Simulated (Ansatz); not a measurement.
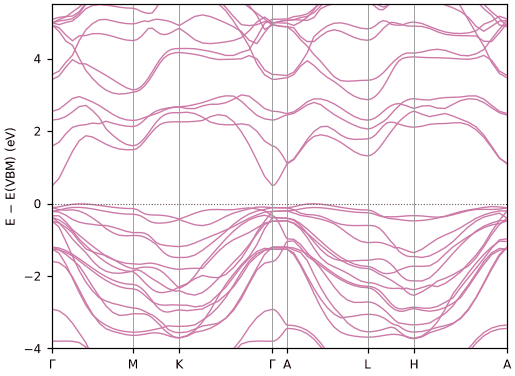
Figure. Band structure from plane-wave PAW PBE+D3(BJ) (Ansatz code)

The gap is 0.49 eV; an edge lies off the plotted path or next to a special point (maximum off the standard path, minimum at Γ).

Problem. Pick the material that matches.
A) SnO2, CdI2 type
B) PbI2, CdI2 type
C) In2Se3, P3m1 (Pearson symbol hP10)
D) SnS2, CdI2 type

Solution. C, In2Se3, P3m1 (Pearson symbol hP10)

The start of the workflow was typed in or built on a structure type; neither database checked (COD, Materials Project) lists it. COD files the formula under space group No. 160, 166, 169, 170. Its standing as an ambient phase is unchecked. Symmetry was held in the PBE+D3(BJ) relaxation; whether a distortion lowers the energy is not shown. Spin–orbit coupling is left out wherever it is not named.

Potentials: the later of the program's two PAW sets.
